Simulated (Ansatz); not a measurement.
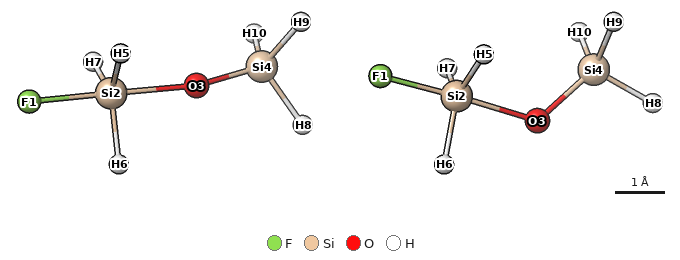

Two geometries of Si2H6OF (charge −1), drawn at one scale. One is the start of a relaxation, the other its converged end. Style: ball-and-stick. Shown at a tilt.

Method: RHF/STO-3G (Ansatz 0.2.0). Settings: no spin polarisation; force threshold 0.02 eV/Å; at most 40 steps.

### Which geometry has the lower energy?

The right one is the relaxed one. The run prepares the start of a later molecular dynamics calculation, from a guessed geometry. Over 14 accepted moves (15 points after the start) the energy falls by 0.568 eV. The largest force component goes from 2.1 to 0.0086 eV/Å. The line search rejected the trial step at point 7 of the run. The forces were under the threshold at step 11, but the run went on from there. The largest move after the best rigid fit is that of O3, 0.74 Å. Largest moves by element: O 0.74 Å, H 0.59 Å, F 0.57 Å, Si 0.18 Å. Near-neighbour distances that change, for instance: O3–Si4 1.558 → 1.635 Å, F1–Si2 1.736 → 1.681 Å, Si4–H10 1.483 → 1.433 Å, Si2–H5 1.469 → 1.453 Å. Bond angles that change, for instance: Si2–O3–Si4 162.2° → 123.5°, O3–Si4–H9 111.6° → 116.0°, O3–Si2–H6 89.4° → 86.5°. Groups turn about O3–Si4 by about 50°. Cost: 12 s on 1 thread of Arm Neoverse V1 (shared host), peak memory 0.11 GiB.

Limits of the set-up: STO-3G is a minimal basis, so the numbers are rough.
